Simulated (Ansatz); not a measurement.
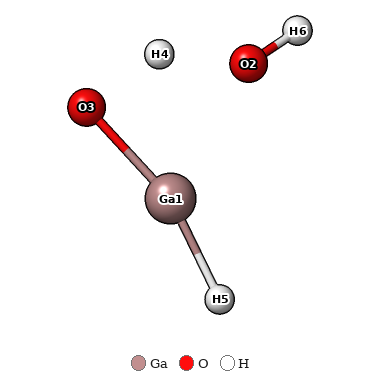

The system is the reacting system GaH3O2 (fragments GaH₃O₂ where the first distance is long, GaHO + H₂O where the second is long); the picture shows the reference structure. Coordinates scanned: (1) distance O2–H4 (bond that forms); (2) distance O3–H4 (bond that breaks). Relaxed at each point: all other coordinates. The scan uses a 13 × 13 grid. Points are written as (first, second). All energies are given in kJ/mol relative to the lowest grid point. The reference is spin-restricted, so regions where a bond is pulled apart into radicals lie too high. Level of theory: Ansatz 0.2.0, RHF/def2-SVP.

Its coordinates:

```csv
atom,x (Å),y (Å),z (Å)
Ga,-0.0731,1.0594,-0.0252
O,0.4520,-1.0351,0.3659
O,-0.4147,0.2436,-1.4775
H,-0.0225,-0.7646,-0.7939
H,0.0788,2.1543,1.0320
H,-0.0205,-1.6575,0.8986
```

Range: distance O2–H4 (bond that forms) from 0.873 to 2.373 Å; distance O3–H4 (bond that breaks) from 0.873 to 2.073 Å.

Question: What landscape does the calculation give?

Answer: The lowest grid point is at (2.373 Å, 0.927 Å). It lies at the edge of the scanned range, so the true minimum may lie outside. The highest grid point, (0.873 Å, 0.873 Å), lies 885 kJ/mol above the lowest. On the interpolated surface the lowest path from the side where the first distance is long, about (2.37 Å, 0.96 Å), to the side where the second distance is long, about (0.96 Å, 2.07 Å), has its top at about (1.12 Å, 1.39 Å), about 250 kJ/mol above the start and 20 kJ/mol above the end.

| second ↓, first → | 0.873 | 0.940 | 1.033 | 1.138 | 1.253 | 1.375 | 1.504 | 1.638 | 1.777 | 1.920 | 2.067 | 2.218 | 2.373 |
| --- | --- | --- | --- | --- | --- | --- | --- | --- | --- | --- | --- | --- | --- |
| 2.073 | 259 | 235 | 244 | 286 | 350 | 421 | 490 | 547 | 586 | 603 | 609 | 611 | 610 |
| 1.949 | 263 | 236 | 243 | 282 | 341 | 406 | 467 | 514 | 542 | 554 | 557 | 557 | 556 |
| 1.828 | 269 | 240 | 242 | 277 | 329 | 386 | 437 | 475 | 493 | 499 | 500 | 499 | 497 |
| 1.711 | 278 | 246 | 243 | 271 | 315 | 362 | 404 | 428 | 438 | 441 | 440 | 437 | 434 |
| 1.596 | 292 | 255 | 246 | 265 | 299 | 333 | 361 | 374 | 379 | 378 | 374 | 370 | 367 |
| 1.485 | 313 | 270 | 251 | 258 | 279 | 301 | 313 | 318 | 316 | 311 | 306 | 301 | 297 |
| 1.378 | 343 | 291 | 260 | 253 | 258 | 263 | 263 | 259 | 252 | 244 | 236 | 230 | 225 |
| 1.275 | 387 | 323 | 275 | 250 | 236 | 225 | 213 | 201 | 188 | 177 | 168 | 160 | 154 |
| 1.177 | 448 | 371 | 300 | 252 | 218 | 191 | 168 | 148 | 131 | 117 | 106 | 97 | 89 |
| 1.085 | 533 | 431 | 335 | 263 | 209 | 167 | 134 | 108 | 86 | 69 | 56 | 45 | 37 |
| 1.001 | 637 | 511 | 386 | 290 | 217 | 162 | 119 | 87 | 61 | 42 | 26 | 14 | 5 |
| 0.927 | 764 | 612 | 458 | 339 | 248 | 180 | 130 | 92 | 63 | 41 | 24 | 11 | 0 |
| 0.873 | 885 | 712 | 535 | 397 | 293 | 217 | 160 | 118 | 87 | 63 | 44 | 30 | 19 |

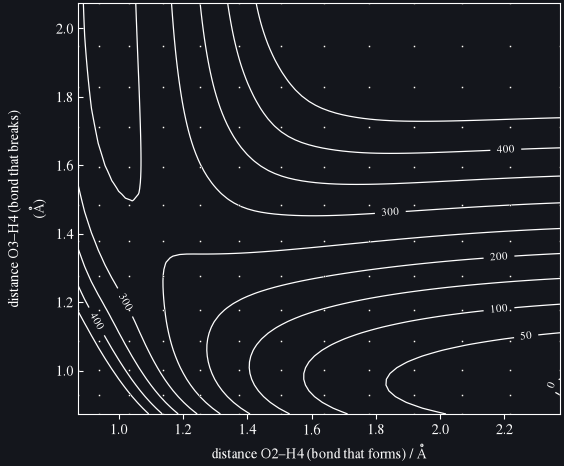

The picture shows contour lines labelled in kJ/mol (none above 450), dots at the grid points. Between grid points the surface is interpolated.

Time for the 169 points that were run: 14 min on 1 thread of Arm Neoverse V2 (shared host).
